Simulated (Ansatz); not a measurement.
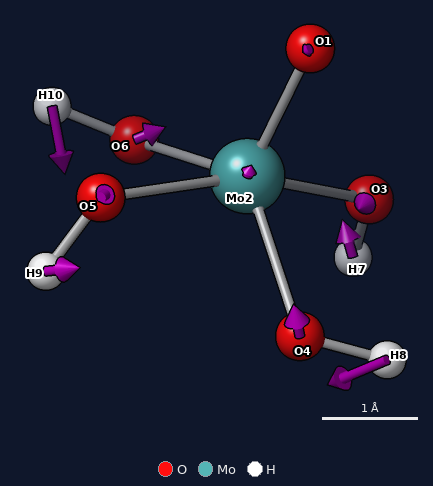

This is a relaxation of MoH$_{4}$O$_{5}$. The starting structure is drawn; purple arrows show the displacements, 10 times their true length. The two geometries are superimposed by the best rigid fit.

A ball-and-stick model, seen from a free direction.

The start comes from PBE-D4/def2-SVP.

All numbers below come from RKS PBE0-D4/def2-TZVP in Ansatz. Settings: force threshold 0.005 eV/Å; at most 150 steps.

### Which element moves most?

Hydrogen: up to 0.089 Å, against 0.042 Å for oxygen.

### Describe the change and its energy.

The energy falls by 1.74 kcal/mol in 5 accepted moves (6 points after the start). The largest force component goes from 1.5 to 0.0047 eV/Å. The line search rejected the trial step at point 3 of the run. The largest move after the best rigid fit is that of H8, 0.089 Å. Largest moves by element: H 0.089 Å, O 0.042 Å, Mo 0.015 Å. Near-neighbour distances that change, for instance: O1–Mo2 1.685 → 1.660 Å, Mo2–O3 1.902 → 1.880 Å, Mo2–O6 1.934 → 1.916 Å, Mo2–O4 1.928 → 1.910 Å. The run took 12 s on 4 threads of AMD EPYC 9R45 96-Core, on a shared host.
